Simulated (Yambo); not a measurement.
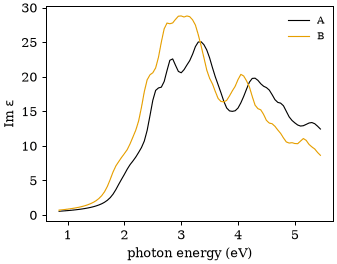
Two computed absorption spectra of MoSe2 (space group P6_3/mmc, No. 194) (Yambo, PBE bands with the same scissor, field along x)

Axes are Cartesian, with cell vectors (Å) (3.28, 0.00, 0.00), (-1.64, 2.84, 0.00), (0.00, 0.00, 12.72).

Which curve includes the electron-hole attraction (BSE)?

Curve B: the attraction moves weight to lower energy (centre of the plotted range 3.4 eV against 3.7 eV). Settings: 9×9×2 mesh, 11 valence and 8 conduction bands, static screening with 94 bands and a 3 Ry block, scissor 0.47 eV, Tamm-Dancoff. The scissor comes from a G0W0 run whose convergence isn't established. Broadening 0.15 eV. The band window holds all transitions up to 5.5 eV. On this mesh the peak heights and the fine structure are mesh artefacts; only the shift of weight is robust.

Bands and orbitals come from the standard potentials; the scissor and the G0W0 gaps come from a run at the same geometry on the stringent ones, which hold whole semicore shells in the valence.

Spin-orbit coupling is not included.

Geometry relaxed with PBE+D3(BJ); primitive cell a = b = 3.2783 Å, c = 12.7241 Å, α = β = 90.00°, γ = 120.00°.
